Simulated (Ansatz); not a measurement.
**C2H9NOSi: a changed input and its effect**

System: C2H9NOSi, SMILES CC(O)N[SiH3].
Method of run A: RKS PBE-D4/def2-TZVPP (Ansatz 0.2.0).

The geometry comes from this level: PBE0-D4/def2-TZVP. Text and figures count atoms from 1; the logs count them from 0 in places.

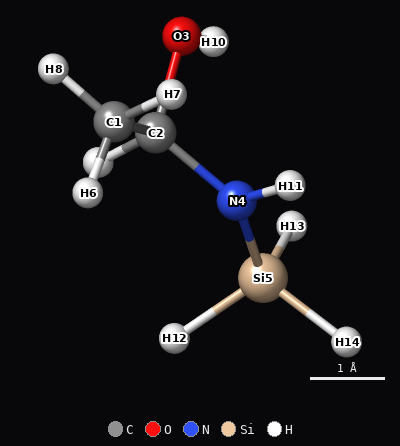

**Figure 1.** The structure as given in the input (ball-and-stick view, seen at a tilt; atoms are numbered from 1 in the order of the input).

**Input file, run A**
```yaml
crystal:
  periodic: [false, false, false]
  atoms:
    - {symbol: C, position_ang: [-1.869253, 0.482947, 0.402797]}
    - {symbol: C, position_ang: [-0.363057, 0.562731, 0.312717]}
    - {symbol: O, position_ang: [0.084716, 1.016347, 1.579275]}
    - {symbol: N, position_ang: [0.221715, -0.689796, -0.073108]}
    - {symbol: Si, position_ang: [1.625908, -0.860585, -1.048832]}
    - {symbol: H, position_ang: [-2.290486, 0.200798, -0.562313]}
    - {symbol: H, position_ang: [-2.153828, -0.265864, 1.146896]}
    - {symbol: H, position_ang: [-2.283354, 1.443370, 0.711567]}
    - {symbol: H, position_ang: [-0.081599, 1.295466, -0.459088]}
    - {symbol: H, position_ang: [1.046014, 1.008671, 1.572426]}
    - {symbol: H, position_ang: [-0.078329, -1.464241, 0.500363]}
    - {symbol: H, position_ang: [1.439930, -0.113674, -2.321379]}
    - {symbol: H, position_ang: [2.878585, -0.335080, -0.423587]}
    - {symbol: H, position_ang: [1.809938, -2.310292, -1.309132]}
basis:
  gaussian: {orbitals: def2-TZVPP}
hamiltonian: {xc: pbe, dispersion: d4}
output: {forces: true, orbitals: {seedname: orbitals}}
```

Launched with:
```bash
ansatz run in.yaml --threads 4 --pin off --events-out ev --progress --plain --max-ram 10444MiB
```

Hardware: 4 threads of Arm Neoverse V1, 23 GiB of memory available, shared host.

**Output (run A)**
```
Functional definition: PBE
  parameter kappa = 0.804
  parameter beta = 0.06672455060314922
  exchange = pbe_x(kappa = kappa, mu = beta*pi^2/3)
  correlation = pbe_c(beta = beta)
1485 factors; their error is unknown
mean field evaluation 1: about -13611.2286 eV, gradient 8.9e1 eV
mean field evaluation 2: about -13554.1370 eV, gradient 1.7e2 eV
mean field evaluation 4: about -13626.8494 eV, gradient 1.4e1 eV
mean field evaluation 8: about -13627.2744 eV, gradient 1.5e-1 eV
mean field evaluation 16: about -13627.2331 eV, gradient 1.1e-2 eV
mean field -13627.23313321 eV, -500.7915807752 hartree, gradient 1.9e-5 eV, S^2 0.000000; 0 other end points of the search recorded, 0 dependent functions left out
the calculation of the forces begins
reference -13627.23318113 eV, -500.7915825360 hartree; 25, 25 occupied and 267, 267 virtual orbitals, 1485 factors
Total energy: -13627.50738128 eV, -500.8016592056 hartree
Atom 0 at    -1.869253     0.482947     0.402797 Å, force    -0.070641     0.013138    -0.014318 eV/Å
Atom 1 at    -0.363057     0.562731     0.312717 Å, force    -0.089991     0.002003    -0.214718 eV/Å
Atom 2 at     0.084716     1.016347     1.579275 Å, force    -0.298600     0.229646     0.578270 eV/Å
Atom 3 at     0.221715    -0.689796    -0.073108 Å, force    -0.026476    -0.065334    -0.157546 eV/Å
Atom 4 at     1.625908    -0.860585    -1.048832 Å, force     0.162827    -0.014671    -0.095374 eV/Å
Atom 5 at    -2.290486     0.200798    -0.562313 Å, force    -0.092342    -0.050159    -0.179297 eV/Å
Atom 6 at    -2.153828    -0.265864     1.146896 Å, force    -0.062424    -0.149508     0.146039 eV/Å
Atom 7 at    -2.283354     1.443370     0.711567 Å, force    -0.099587     0.185359     0.060022 eV/Å
Atom 8 at    -0.081599     1.295466    -0.459088 Å, force     0.058774     0.154007    -0.206937 eV/Å
Atom 9 at     1.046014     1.008671     1.572426 Å, force     0.476510    -0.002119    -0.005994 eV/Å
Atom 10 at    -0.078329    -1.464241     0.500363 Å, force    -0.110332    -0.281716     0.198780 eV/Å
Atom 11 at     1.439930    -0.113674    -2.321379 Å, force    -0.017319     0.077662    -0.136420 eV/Å
Atom 12 at     2.878585    -0.335080    -0.423587 Å, force     0.148869     0.052464     0.054639 eV/Å
Atom 13 at     1.809938    -2.310292    -1.309132 Å, force     0.020729    -0.150771    -0.027146 eV/Å
Dipole moment:     0.017896    -0.106174    -0.066376 e Å
```

The input of run B differs as follows (lines with − go, lines with + come):
```diff
-hamiltonian: {xc: pbe, dispersion: d4}
+hamiltonian: {xc: r2scan, dispersion: d4}
```

Predict how the results change.

The total energies belong to different models, so their difference says nothing on which is more stable or more accurate. The largest force goes from 0.690 to 0.363 eV/Å. The HOMO goes from −5.75 to −6.04 eV. The LUMO goes from −0.54 to −0.08 eV. On the same kind of shared host run B took about 1.9 times as long.

**Output (run B)**
```
Functional definition: r2SCAN
  parameter k0 = 0.174
  parameter k1 = 0.065
  parameter a1 = 4.9479
  exchange = r2scan_x(k0 = k0, k1 = k1, a1 = a1)
  correlation = r2scan_c
1485 factors; their error is unknown
mean field evaluation 1: about -13621.5155 eV, gradient 8.1e1 eV
mean field evaluation 2: about -13594.2896 eV, gradient 1.3e2 eV
mean field evaluation 4: about -13634.4865 eV, gradient 8.5e0 eV
mean field evaluation 8: about -13634.6396 eV, gradient 3.2e-1 eV
mean field evaluation 16: about -13634.5975 eV, gradient 1.0e-3 eV
mean field -13634.59747127 eV, -501.0622152071 hartree, gradient 2.6e-5 eV, S^2 0.000000; 0 other end points of the search recorded, 0 dependent functions left out
the calculation of the forces begins
reference -13634.59748547 eV, -501.0622157288 hartree; 25, 25 occupied and 267, 267 virtual orbitals, 1485 factors
Total energy: -13634.66839586 eV, -501.0648216376 hartree
Atom 0 at    -1.869253     0.482947     0.402797 Å, force    -0.139251     0.002120     0.011611 eV/Å
Atom 1 at    -0.363057     0.562731     0.312717 Å, force    -0.088794     0.089159    -0.250975 eV/Å
Atom 2 at     0.084716     1.016347     1.579275 Å, force     0.028343     0.117907     0.342443 eV/Å
Atom 3 at     0.221715    -0.689796    -0.073108 Å, force     0.076992    -0.179327    -0.099645 eV/Å
Atom 4 at     1.625908    -0.860585    -1.048832 Å, force     0.048083    -0.016423    -0.041144 eV/Å
Atom 5 at    -2.290486     0.200798    -0.562313 Å, force     0.008881     0.006588     0.023642 eV/Å
Atom 6 at    -2.153828    -0.265864     1.146896 Å, force     0.014373     0.006648    -0.008639 eV/Å
Atom 7 at    -2.283354     1.443370     0.711567 Å, force     0.006615    -0.017371    -0.002022 eV/Å
Atom 8 at    -0.081599     1.295466    -0.459088 Å, force     0.016679     0.008916    -0.026918 eV/Å
Atom 9 at     1.046014     1.008671     1.572426 Å, force     0.059337    -0.002763    -0.008574 eV/Å
Atom 10 at    -0.078329    -1.464241     0.500363 Å, force    -0.026440    -0.030153     0.040890 eV/Å
Atom 11 at     1.439930    -0.113674    -2.321379 Å, force     0.007453    -0.016371     0.027188 eV/Å
Atom 12 at     2.878585    -0.335080    -0.423587 Å, force    -0.014183    -0.004295    -0.012918 eV/Å
Atom 13 at     1.809938    -2.310292    -1.309132 Å, force     0.001913     0.035366     0.005062 eV/Å
Dipole moment:     0.018202    -0.108881    -0.070717 e Å
```

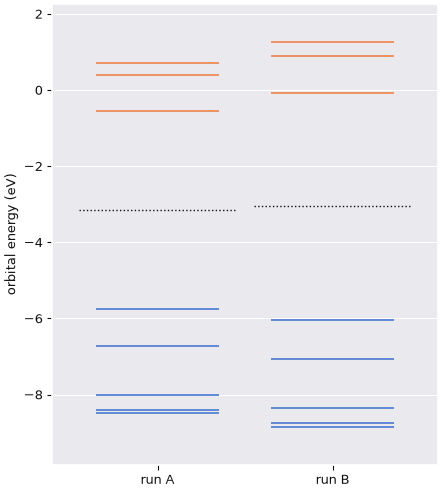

**Figure 2.** The five highest filled and three lowest empty orbital energies of the two runs; the dotted lines part filled from empty levels. The HOMO–LUMO gap is 5.21 eV in run A and 5.97 eV in run B.

**The two runs side by side**

| quantity | run A | run B |
| --- | --- | --- |
| outcome | converged | converged |
| total energy (hartree) | −500.801659 | −501.064822 |
| HOMO (eV) | −5.75 | −6.04 |
| LUMO (eV) | −0.54 | −0.08 |
| dipole moment (D) | 0.61 | 0.63 |
| largest force (eV/Å) | 0.690 | 0.363 |
| basis functions | 292 | 292 |
| wall time (shared host) | 3.1 s | 6 s |
